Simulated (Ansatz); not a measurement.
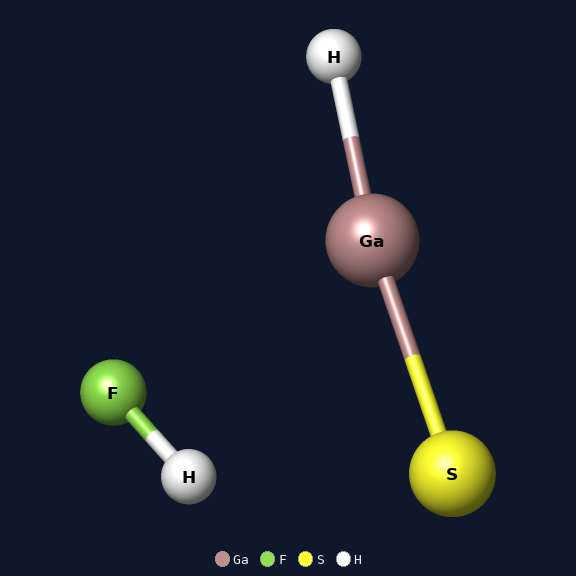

Sticks follow a distance rule. Harmonic vibrations computed with RKS PBE0-D4/def2-TZVP (Ansatz 0.2.0) at a stationary point of the same level.

Minimum or transition state?

A minimum: no imaginary frequency, and the lowest mode lies at 133 cm⁻¹.

List the wavenumbers.

9 modes: 133, 186, 467, 532, 549, 661, 867, 2096, 3222 cm⁻¹.
